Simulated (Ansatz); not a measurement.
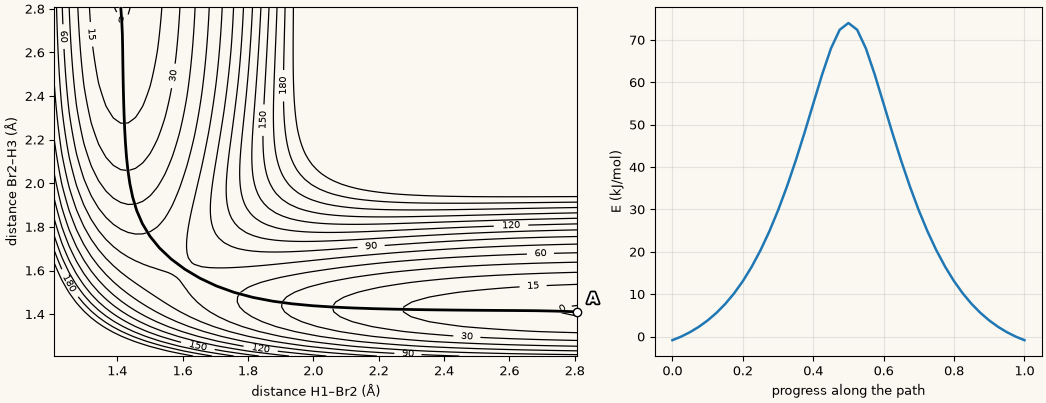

The system H + BrH, spin multiplicity 2. Coordinates scanned: (1) distance H1–Br2; (2) distance Br2–H3. Nothing is relaxed (the angle H1–Br2–H3 is fixed at 180 degrees). The grid has 17 × 17 points; 153 points were computed and 136 follow by symmetry. Energies: kJ/mol, counted from the lowest grid point. In part of the range the unrestricted reference is strongly spin-contaminated. Computed with Ansatz, UHF-MP2, frozen core/def2-TZVPD.

In the figure: contour lines labelled in kJ/mol (none above 195), a line along the lowest path, the energy along the path at the right, the start A. Between grid points the surface is interpolated.

**Describe the path and its barrier.**

The easiest path runs from the side where the first distance is long, about distance H1–Br2 = 2.81 Å, distance Br2–H3 = 1.41 Å, to the side where the second distance is long, about distance H1–Br2 = 1.41 Å, distance Br2–H3 = 2.81 Å. Its highest point, at about distance H1–Br2 = 1.61 Å, distance Br2–H3 = 1.61 Å, lies about 75 kJ/mol above the start and 75 kJ/mol above the end on the interpolated surface. An end on the edge of the scan is no minimum, so the barrier from there is a lower bound.
